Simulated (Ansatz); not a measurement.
# Cu+ with CHN: superposition error and deformation

Aim: split the binding of a pair into the counterpoise interaction, the basis-set superposition error and the cost of deforming the fragments.

Program: Ansatz 0.2.0, Gaussian basis. Level of theory: PBE0-D4 structures, single points in def2-TZVPPD. These are calculated values, not measurements.

Levels: PBE-D4, revPBE-D4, BLYP-D4, r2SCAN-D4, B97M-V, PBE0-D4, B3LYP-D4, HSE06-D4, wB97X-V, wB97M-V, B2PLYP, Hartree-Fock, MP2, CCSD, CCSD(T).

Correlated methods freeze the cores. The 3s and 3p shells of Cu and Zn are frozen; filled d shells are correlated. B3LYP uses VWN-RPA correlation. B2PLYP carries no dispersion term here.

129 further runs of the same task are left out: 129 set aside as unsound or not needed.

### Step 1. The system as given

The relaxed pair: 4 atoms, charge 1, spin multiplicity 1.

Atoms are counted from 1 here; the program's logs count them from 0.

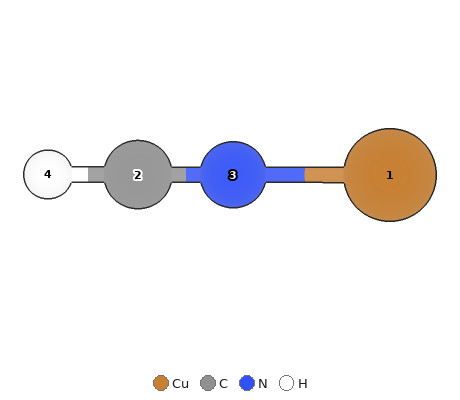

The starting geometry (copper orange, carbon grey, nitrogen blue, hydrogen white); atoms are numbered from 1 in the order of the file.

As a file:

```
Cu   -1.6359    1.4819   -0.4155
C     0.5607   -0.5079    0.1424
N    -0.2691    0.2438   -0.0683
H     1.3443   -1.2178    0.3414
```

Atoms 1 to 1 are fragment A (Cu+), the rest fragment B (CHN). From earlier runs, pair energy (eV) and counterpoise interaction (kcal/mol):

```csv
method,E(pair),interaction
PBE-D4,-47167.83565,-57.91
revPBE-D4,-47174.37718,-54.03
BLYP-D4,-47179.81959,-56.85
r2SCAN-D4,-47175.57660,-57.82
B97M-V,-47167.93057,-55.87
PBE0-D4,-47167.90075,-51.64
B3LYP-D4,-47179.03031,-52.52
HSE06-D4,-47167.69945,-51.51
wB97X-V,-47172.46698,-49.77
wB97M-V,-47174.50771,-48.97
B2PLYP,-47168.28187,-50.06
Hartree-Fock,-47120.68564,-33.25
MP2,-47142.91394,-47.55
CCSD(T),-47142.20125,-44.73
```

First each fragment is run alone in its own basis, frozen in the shape it has in the pair (a, b).

### Step 2. wB97X-V/def2-TZVPPD

File a/in.yaml:

```yaml
crystal:
  periodic: [false, false, false]
  atoms:
    - {symbol: Cu, position_ang: [-1.635869, 1.481905, -0.415452]}
basis:
  gaussian: {orbitals: "def2-TZVPPD.json"}
total_charge: 1
hamiltonian: {xc: {name: wB97X-V}}
```

File b/in.yaml:

```yaml
crystal:
  periodic: [false, false, false]
  atoms:
    - {symbol: C, position_ang: [0.560729, -0.507943, 0.142410]}
    - {symbol: N, position_ang: [-0.269139, 0.243828, -0.068340]}
    - {symbol: H, position_ang: [1.344279, -1.217791, 0.341382]}
basis:
  gaussian: {orbitals: "def2-TZVPPD.json"}
hamiltonian: {xc: {name: wB97X-V}}
```

The basis file named in the input lies beside it (Basis Set Exchange, JSON).

Each run has its own folder and the same command.

On the command line:

```
ansatz run in.yaml --threads 2 --pin off --events-out ev --progress --plain --max-ram 5222MiB
```

Log of a:

```text
Functional definition: wB97X-V
  name "wB97X-V"
  cite "Mardirossian & Head-Gordon, Phys. Chem. Chem. Phys. 16, 9904 (2014) doi:10.1039/C3CP54374A"
  cite "Becke, J. Chem. Phys. 107, 8554 (1997) doi:10.1063/1.475007"
  cite "Vydrov & Van Voorhis, J. Chem. Phys. 133, 244103 (2010) doi:10.1063/1.3521275"
  parameter omega = 0.3/bohr
  parameter cx = 0.167
  parameter cx1 = 0.603
  parameter cx2 = 1.194
  parameter css0 = 0.556
  parameter css1 = -0.257
  parameter cos0 = 1.219
  parameter cos1 = -1.850
  parameter b = 6.0
  parameter c = 0.01
  exchange = spin_sum(e_x_unif_sr(omega)*poly(b97_u_x, 1 - cx, cx1, cx2)) + cx*exact_x_sr(omega) + exact_x_lr(omega)
  correlation = spin_sum(e_c_pw_same_spin*poly(b97_u_same, css0, css1))
      + integral(e_c_pw_opposite_spin*poly(b97_u_opposite, cos0, cos1)) + vv10(b, c)
553 factors; their error is unknown
76 factors; integrals over basis functions are off by at most 9.5e-5 eV
mean field evaluation 1: about -44597.6896 eV, gradient 2.1e2 eV
mean field evaluation 2: about -43801.8921 eV, gradient 6.3e2 eV
mean field evaluation 4: about -44626.8768 eV, gradient 4.0e1 eV
mean field evaluation 8: about -44627.9285 eV, gradient 4.9e-2 eV
mean field evaluation 16: about -44627.9285 eV, gradient 1.9e-6 eV
mean field -44627.92849594 eV, -1640.0461223294 hartree, gradient 1.9e-6 eV, S^2 0.000000; 0 other end points of the search recorded, 0 dependent functions left out
reference -44627.92849436 eV, -1640.0461222712 hartree; 14, 14 occupied and 53, 53 virtual orbitals, 553 factors
Total energy: -44627.92849436 eV, -1640.0461222712 hartree
```

Log of b, cut to the lines that bear on the results:

```text
[... 5 set-up lines as earlier in the session ...]
[...]
      + integral(e_c_pw_opposite_spin*poly(b97_u_opposite, cos0, cos1)) + vv10(b, c)
412 factors; their error is unknown
112 factors; integrals over basis functions are off by at most 4.4e-5 eV
[...]
mean field -2542.36088886 eV, -93.4300393913 hartree, gradient 5.6e-5 eV, S^2 0.000000; 0 other end points of the search recorded, 0 dependent functions left out
reference -2542.36088751 eV, -93.4300393420 hartree; 7, 7 occupied and 84, 84 virtual orbitals, 412 factors
Total energy: -2542.36088751 eV, -93.4300393420 hartree
```

Wall times: 2 s (a), 2.1 s (b) on 2 threads of Arm Neoverse N1, shared host.

### Step 3. wB97M-V/def2-TZVPPD

The same edit goes into each in.yaml of step 2 (a, b):

```diff
-hamiltonian: {xc: {name: wB97X-V}}
+hamiltonian: {xc: {name: wB97M-V}}
```

The same command starts each run, in its folder.

On the command line:

```
ansatz run in.yaml --threads 2 --pin off --events-out ev --progress --plain --max-ram 5222MiB
```

Output in a, cut to the lines that bear on the results:

```text
Functional definition: wB97M-V
  name "wB97M-V"
  cite "Mardirossian & Head-Gordon, J. Chem. Phys. 144, 214110 (2016) doi:10.1063/1.4952647"
[... 2 set-up lines as earlier in the session ...]
  # Of w^i u^j: cxij and so on, Table III.
[...]
  gx(w, u) = 1 - cx + cx01*u + cx10*w
  gss(w, u) = css00 + css04*u^4 + css10*w + css20*w^2 + css43*w^4*u^3
  gos(w, u) = cos00 + cos10*w + (cos20 + cos21*u)*w^2 + (cos60 + cos61*u)*w^6
[...]
      + integral(e_c_pw_mod_opposite_spin*gos(b97_w_opposite, b97_u_opposite)) + vv10(b, c)
553 factors; their error is unknown
76 factors; integrals over basis functions are off by at most 9.5e-5 eV
[...]
mean field -44629.92506620 eV, -1640.1194949330 hartree, gradient 5.5e-5 eV, S^2 0.000000; 0 other end points of the search recorded, 0 dependent functions left out
reference -44629.92510464 eV, -1640.1194963458 hartree; 14, 14 occupied and 53, 53 virtual orbitals, 553 factors
Total energy: -44629.92510464 eV, -1640.1194963458 hartree
```

b printed, cut to the lines that bear on the results:

```text
[... 5 set-up lines as earlier in the session ...]
  # Of w^i u^j: cxij and so on, Table III.
[...]
  gx(w, u) = 1 - cx + cx01*u + cx10*w
  gss(w, u) = css00 + css04*u^4 + css10*w + css20*w^2 + css43*w^4*u^3
  gos(w, u) = cos00 + cos10*w + (cos20 + cos21*u)*w^2 + (cos60 + cos61*u)*w^6
[...]
      + integral(e_c_pw_mod_opposite_spin*gos(b97_w_opposite, b97_u_opposite)) + vv10(b, c)
412 factors; their error is unknown
112 factors; integrals over basis functions are off by at most 4.4e-5 eV
[...]
mean field -2542.44107085 eV, -93.4329860253 hartree, gradient 5.8e-5 eV, S^2 0.000000; 0 other end points of the search recorded, 0 dependent functions left out
reference -2542.44110458 eV, -93.4329872648 hartree; 7, 7 occupied and 84, 84 virtual orbitals, 412 factors
Total energy: -2542.44110458 eV, -93.4329872648 hartree
```

Times: 2.5 s (a), 2.3 s (b) on 2 threads of Arm Neoverse N1, shared host.

### Step 4. B2PLYP/def2-TZVPPD

a/in.yaml, as its differences from that of step 3:

```diff
@@ -7,2 +7,3 @@
 total_charge: 1
-hamiltonian: {xc: {name: wB97M-V}}
+hamiltonian: {xc: {name: B2PLYP}}
+correlation: {frozen_orbitals: {Cu: 9}}
```

b/in.yaml, as its differences from that of step 3:

```diff
@@ -8,2 +8,2 @@
   gaussian: {orbitals: "def2-TZVPPD.json"}
-hamiltonian: {xc: {name: wB97M-V}}
+hamiltonian: {xc: {name: B2PLYP}}
```

Each run has its own folder and the same command.

On the command line:

```
ansatz run in.yaml --threads 2 --pin off --events-out ev --progress --plain --max-ram 5222MiB
```

Log of a, cut to the lines that bear on the results:

```text
Functional definition: B2PLYP
  name "B2PLYP"
  cite "Grimme, J. Chem. Phys. 124, 034108 (2006) doi:10.1063/1.2148954"
  cite "Becke, Phys. Rev. A 38, 3098 (1988) doi:10.1103/PhysRevA.38.3098"
  cite "Lee, Yang & Parr, Phys. Rev. B 37, 785 (1988) doi:10.1103/PhysRevB.37.785"
[...]
466 factors; integrals over basis functions are off by at most 1.4e-4 eV
[...]
mean field -44620.83074562 eV, -1639.7852848161 hartree, gradient 3.5e-6 eV, S^2 0.000000; 0 other end points of the search recorded, 0 dependent functions left out
9 core orbitals not correlated: weight in the atoms' cores, before any rotation towards them, 1.000 or more for the frozen orbitals, at most 0.000 for the correlated occupied ones
reference -44620.83084023 eV, -1639.7852882931 hartree; 5, 5 occupied and 53, 53 virtual orbitals, 466 factors
second order -14.37753326 eV of doubles, -0.00000000 eV of singles
Total energy: -44624.71277421 eV, -1639.9279467357 hartree
```

Output in b, cut to the lines that bear on the results:

```text
[... 5 set-up lines as earlier in the session ...]
[...]
552 factors; integrals over basis functions are off by at most 8.0e-4 eV
[...]
mean field -2538.23042413 eV, -93.2782476123 hartree, gradient 4.1e-6 eV, S^2 0.000000; 0 other end points of the search recorded, 0 dependent functions left out
2 core orbitals not correlated: weight in the atoms' cores, before any rotation towards them, 1.000 or more for the frozen orbitals, at most 0.000 for the correlated occupied ones
reference -2538.23053513 eV, -93.2782516916 hartree; 5, 5 occupied and 84, 84 virtual orbitals, 552 factors
second order -11.59460020 eV of doubles, -0.00000000 eV of singles
Total energy: -2541.36107718 eV, -93.3932969901 hartree
```

They took 1.6 s (a), 1.3 s (b) on 2 threads of Arm Neoverse N1, shared host.

### Step 5. B97M-V/def2-TZVPPD

a/in.yaml, as its differences from that of step 4:

```diff
@@ -7,3 +7,2 @@
 total_charge: 1
-hamiltonian: {xc: {name: B2PLYP}}
-correlation: {frozen_orbitals: {Cu: 9}}
+hamiltonian: {xc: {name: B97M-V}}
```

b/in.yaml, as its differences from that of step 4:

```diff
@@ -8,2 +8,2 @@
   gaussian: {orbitals: "def2-TZVPPD.json"}
-hamiltonian: {xc: {name: B2PLYP}}
+hamiltonian: {xc: {name: B97M-V}}
```

One command serves all of them, each in its own folder.

On the command line:

```
ansatz run in.yaml --threads 2 --pin off --events-out ev --progress --plain --max-ram 5222MiB
```

Log of a, cut to the lines that bear on the results:

```text
Functional definition: B97M-V
  name "B97M-V"
  cite "Mardirossian & Head-Gordon, J. Chem. Phys. 142, 074111 (2015) doi:10.1063/1.4907719"
[... 2 set-up lines as earlier in the session ...]
  # Of w^i u^j: cxij and so on, Table III.
[...]
  gx(w, u) = cx00 + cx01*u + cx02*u^2 + (cx10 + cx11*u)*w
  gss(w, u) = css00 + css02*u^2 + css10*w + (css32*w^3 + css42*w^4)*u^2
  gos(w, u) = cos00 + cos01*u + cos03*u^3 + cos10*w + cos32*w^3*u^2
[...]
      + integral(e_c_pw_mod_opposite_spin*gos(b97_w_opposite, b97_u_opposite)) + vv10(b, c)
509 factors; their error is unknown
[...]
mean field -44622.55542175 eV, -1639.8486654948 hartree, gradient 5.7e-5 eV, S^2 0.000000; 0 other end points of the search recorded, 0 dependent functions left out
reference -44622.55546930 eV, -1639.8486672424 hartree; 14, 14 occupied and 53, 53 virtual orbitals, 509 factors
Total energy: -44622.55546930 eV, -1639.8486672424 hartree
```

Output in b, cut to the lines that bear on the results:

```text
[... 5 set-up lines as earlier in the session ...]
  # Of w^i u^j: cxij and so on, Table III.
[...]
  gx(w, u) = cx00 + cx01*u + cx02*u^2 + (cx10 + cx11*u)*w
  gss(w, u) = css00 + css02*u^2 + css10*w + (css32*w^3 + css42*w^4)*u^2
  gos(w, u) = cos00 + cos01*u + cos03*u^3 + cos10*w + cos32*w^3*u^2
[...]
      + integral(e_c_pw_mod_opposite_spin*gos(b97_w_opposite, b97_u_opposite)) + vv10(b, c)
412 factors; their error is unknown
[...]
mean field -2542.93654888 eV, -93.4511945072 hartree, gradient 1.1e-5 eV, S^2 0.000000; 0 other end points of the search recorded, 0 dependent functions left out
reference -2542.93658896 eV, -93.4511959798 hartree; 7, 7 occupied and 84, 84 virtual orbitals, 412 factors
Total energy: -2542.93658896 eV, -93.4511959798 hartree
```

Times: 2.3 s (a), 2.2 s (b) on 2 threads of Arm Neoverse N1, shared host.

### Step 6. CCSD(T)/def2-TZVPPD

a/in.yaml, as its differences from that of step 5:

```diff
@@ -7,2 +7,2 @@
 total_charge: 1
-hamiltonian: {xc: {name: B97M-V}}
+correlation: {method: ccsd_t, frozen_orbitals: {Cu: 9}}
```

b/in.yaml, as its differences from that of step 5:

```diff
@@ -8,2 +8,2 @@
   gaussian: {orbitals: "def2-TZVPPD.json"}
-hamiltonian: {xc: {name: B97M-V}}
+correlation: {method: ccsd_t}
```

One command serves all of them, each in its own folder.

On the command line:

```
ansatz run in.yaml --threads 2 --pin off --events-out ev --progress --plain --max-ram 5222MiB
```

Log of a, cut to the lines that bear on the results:

```text
Functional definition: HF
  name "HF"
  cite "Fock, Z. Phys. 61, 126 (1930) doi:10.1007/BF01340294"
  parent pbe
[...]
466 factors; integrals over basis functions are off by at most 1.4e-4 eV
[...]
mean field -44590.93228105 eV, -1638.6865365090 hartree, gradient 7.8e-7 eV, S^2 0.000000; 0 other end points of the search recorded, 0 dependent functions left out
9 core orbitals not correlated: weight in the atoms' cores, before any rotation towards them, 1.000 or more for the frozen orbitals, at most 0.000 for the correlated occupied ones
reference -44590.93228105 eV, -1638.6865365090 hartree; 5, 5 occupied and 53, 53 virtual orbitals, 466 factors
second order -12.23242520 eV of doubles, -0.00000000 eV of singles
cycle   1  -10.14848868 eV  change     2.1e0 eV  update   1.1e-1
[...]
cycle   9  -10.67504320 eV  change    9.8e-6 eV  update   1.2e-6
perturbative correction -0.35026654 eV, -0.0128720579 hartree
Total energy: -44601.95759078 eV, -1639.0917091685 hartree
```

Log of b, cut to the lines that bear on the results:

```text
[... 4 set-up lines as earlier in the session ...]
[...]
552 factors; integrals over basis functions are off by at most 8.0e-4 eV
[...]
mean field -2528.29479496 eV, -92.9131199752 hartree, gradient 1.8e-6 eV, S^2 0.000000; 0 other end points of the search recorded, 0 dependent functions left out
2 core orbitals not correlated: weight in the atoms' cores, before any rotation towards them, 1.000 or more for the frozen orbitals, at most 0.000 for the correlated occupied ones
reference -2528.29479496 eV, -92.9131199752 hartree; 5, 5 occupied and 84, 84 virtual orbitals, 552 factors
second order -9.32293304 eV of doubles, -0.00000000 eV of singles
cycle   1  -9.07754192 eV  change    2.5e-1 eV  update   7.9e-2
[...]
cycle   9  -9.45788778 eV  change   -6.6e-6 eV  update   5.1e-6
perturbative correction -0.47651569 eV, -0.0175116286 hartree
Total energy: -2538.22919843 eV, -93.2782025689 hartree
```

They took 1.8 s (a), 1.5 s (b) on 2 threads of Arm Neoverse N1, shared host.

### Step 7. Relaxing CHN alone

File relax-b/in.yaml:

```yaml
crystal:
  periodic: [false, false, false]
  atoms:
    - {symbol: C, position_ang: [0.560729, -0.507943, 0.142410]}
    - {symbol: N, position_ang: [-0.269139, 0.243828, -0.068340]}
    - {symbol: H, position_ang: [1.344279, -1.217791, 0.341382]}
basis:
  gaussian: {orbitals: def2-TZVP}
hamiltonian: {xc: pbe0, dispersion: d4}
relax: {f_tol: 0.005, max_steps: 200}
```

On the command line:

```
ansatz run in.yaml --threads 2 --pin off --events-out ev --progress --plain --max-ram 5222MiB
```

Log, cut to the lines that bear on the results:

```text
Functional definition: PBE0
  name "PBE0"
  cite "Adamo & Barone, J. Chem. Phys. 110, 6158 (1999) doi:10.1063/1.478522"
  cite "Perdew, Burke & Ernzerhof, Phys. Rev. Lett. 77, 3865 (1996) doi:10.1103/PhysRevLett.77.3865"
[... 1 set-up line as earlier in the session ...]
[...]
379 factors; their error is unknown
[...]
mean field -2540.05438471 eV, -93.3452769275 hartree, gradient 7.8e-5 eV, S^2 0.000000; 0 other end points of the search recorded, 0 dependent functions left out
[...]
reference -2540.05440217 eV, -93.3452775689 hartree; 7, 7 occupied and 61, 61 virtual orbitals, 379 factors
relax step   1: F+E_penalty+E_count = -2540.06940445 eV  Δ(F+E_penalty+E_count) = +0.000e0 eV  max|allowed force component| = 8.006e-1 eV/Å  Δτ_max = 0.0000 Å  (25 SCF iters, accepted)
[...]
relax step   2: F+E_penalty+E_count = -2540.07287116 eV  Δ(F+E_penalty+E_count) = -3.467e-3 eV  max|allowed force component| = 5.685e-2 eV/Å  Δτ_max = 0.0042 Å  (29 SCF iters, accepted)
[...]
relax step   3: F+E_penalty+E_count = -2540.07293042 eV  Δ(F+E_penalty+E_count) = -5.926e-5 eV  max|allowed force component| = 3.717e-3 eV/Å  Δτ_max = 0.0010 Å  (29 SCF iters, accepted)
379 factors; their error is unknown
[...]
mean field -2540.05791376 eV, -93.3454066175 hartree, gradient 2.5e-5 eV, S^2 0.000000; 1 other end points of the search recorded, 0 dependent functions left out
[...]
reference -2540.05793123 eV, -93.3454072596 hartree; 7, 7 occupied and 61, 61 virtual orbitals, 379 factors
Total energy: -2540.07294789 eV, -93.3459591117 hartree
Atom 0 at     0.563943    -0.510858     0.143225 Å, force    -0.000506     0.000376    -0.000163 eV/Å
Atom 1 at    -0.270466     0.245032    -0.068676 Å, force     0.003717    -0.003328     0.000961 eV/Å
Atom 2 at     1.342392    -1.216079     0.340903 Å, force    -0.003211     0.002952    -0.000798 eV/Å
Dipole moment:     0.459945    -0.416670     0.116802 e Å
```

Wall time 2.5 s (2 threads of Arm Neoverse N1, shared host).

Relaxation path:

```csv
step,energy from step 1 (eV),largest force component (eV/Å)
1,0.0000,0.8006
2,-0.0035,0.0569
3,-0.0035,0.0037
```

Distances of close pairs at the start and the end, largest changes first:

```csv
bond,before (Å),after (Å),change (Å)
C1–H3,1.076,1.069,-0.007
C1–N2,1.139,1.146,+0.006
```

### Step 8. PBE-D4/def2-TZVPPD

File free-b/in.yaml:

```yaml
crystal:
  periodic: [false, false, false]
  atoms:
    - {symbol: C, position_ang: [0.563943, -0.510858, 0.143225]}
    - {symbol: N, position_ang: [-0.270466, 0.245032, -0.068676]}
    - {symbol: H, position_ang: [1.342392, -1.216079, 0.340903]}
basis:
  gaussian: {orbitals: "def2-TZVPPD.json"}
hamiltonian: {xc: pbe, dispersion: d4}
```

On the command line:

```
ansatz run in.yaml --threads 2 --pin off --events-out ev --progress --plain --max-ram 5222MiB
```

Log:

```text
Functional definition: PBE
  name "PBE"
[... 2 set-up lines as earlier in the session ...]
  parameter kappa = 0.804
  parameter beta = 0.06672455060314922
  exchange = pbe_x(kappa = kappa, mu = beta*pi^2/3)
  correlation = pbe_c(beta = beta)
412 factors; their error is unknown
mean field evaluation 1: about -2535.4547 eV, gradient 4.7e1 eV
mean field evaluation 2: about -2519.8120 eV, gradient 9.0e1 eV
mean field evaluation 4: about -2540.0845 eV, gradient 3.9e0 eV
mean field evaluation 8: about -2540.1157 eV, gradient 4.7e-2 eV
mean field -2540.11574867 eV, -93.3475320115 hartree, gradient 1.6e-5 eV, S^2 0.000000; 0 other end points of the search recorded, 0 dependent functions left out
reference -2540.11577700 eV, -93.3475330525 hartree; 7, 7 occupied and 84, 84 virtual orbitals, 412 factors
Total energy: -2540.13430378 eV, -93.3482138990 hartree
```

Run time: 0.6 s. Hardware: 2 threads of Arm Neoverse N1, shared host.

### Step 9. r2SCAN-D4/def2-TZVPPD

free-b/in.yaml, as its differences from that of step 8:

```diff
@@ -8,2 +8,2 @@
   gaussian: {orbitals: "def2-TZVPPD.json"}
-hamiltonian: {xc: pbe, dispersion: d4}
+hamiltonian: {xc: r2scan, dispersion: d4}
```

On the command line:

```
ansatz run in.yaml --threads 2 --pin off --events-out ev --progress --plain --max-ram 5222MiB
```

Log:

```text
Functional definition: r2SCAN
  name "r2SCAN"
  cite "Furness, Kaplan, Ning, Perdew & Sun, J. Phys. Chem. Lett. 11, 8208 (2020) doi:10.1021/acs.jpclett.0c02405"
  cite "Furness, Kaplan, Ning, Perdew & Sun, J. Phys. Chem. Lett. 11, 9248 (2020) doi:10.1021/acs.jpclett.0c03077"
  parent r2scan
  parameter k0 = 0.174
  parameter k1 = 0.065
  parameter a1 = 4.9479
  exchange = r2scan_x(k0 = k0, k1 = k1, a1 = a1)
  correlation = r2scan_c
412 factors; their error is unknown
mean field evaluation 1: about -2537.7915 eV, gradient 4.4e1 eV
mean field evaluation 2: about -2527.6712 eV, gradient 7.7e1 eV
mean field evaluation 4: about -2541.6615 eV, gradient 2.5e0 eV
mean field evaluation 8: about -2541.6735 eV, gradient 3.5e-2 eV
mean field -2541.67348934 eV, -93.4047779250 hartree, gradient 4.1e-5 eV, S^2 0.000000; 0 other end points of the search recorded, 0 dependent functions left out
reference -2541.67349739 eV, -93.4047782208 hartree; 7, 7 occupied and 84, 84 virtual orbitals, 412 factors
Total energy: -2541.67767636 eV, -93.4049317951 hartree
```

It took 1.4 s on 2 threads of Arm Neoverse N1, shared host.

### Step 10. PBE0-D4/def2-TZVPPD

free-b/in.yaml, as its differences from that of step 9:

```diff
@@ -8,2 +8,3 @@
   gaussian: {orbitals: "def2-TZVPPD.json"}
-hamiltonian: {xc: r2scan, dispersion: d4}
+hamiltonian: {xc: pbe0, dispersion: d4}
+output: {orbitals: {seedname: orbitals}}
```

On the command line:

```
ansatz run in.yaml --threads 2 --pin off --events-out ev --progress --plain --max-ram 5222MiB
```

Log, cut to the lines that bear on the results:

```text
[... 5 set-up lines as earlier in the session ...]
  parameter a = 0.25
[... 2 set-up lines as earlier in the session ...]
  exchange = (1 - a)*pbe_x(kappa = kappa, mu = beta*pi^2/3) + a*exact_x
[... 1 set-up line as earlier in the session ...]
412 factors; their error is unknown
mean field evaluation 1: about -2536.8060 eV, gradient 4.0e1 eV
mean field evaluation 2: about -2531.2147 eV, gradient 6.3e1 eV
mean field evaluation 4: about -2540.0638 eV, gradient 1.6e0 eV
mean field evaluation 8: about -2540.0741 eV, gradient 1.7e-2 eV
mean field -2540.07410142 eV, -93.3460015029 hartree, gradient 7.8e-5 eV, S^2 0.000000; 0 other end points of the search recorded, 0 dependent functions left out
reference -2540.07412277 eV, -93.3460022878 hartree; 7, 7 occupied and 84, 84 virtual orbitals, 412 factors
Total energy: -2540.08913943 eV, -93.3465541399 hartree
```

Run time: 0.76 s. Hardware: 2 threads of Arm Neoverse N1, shared host.

(Part 1 of 2 ends here.)
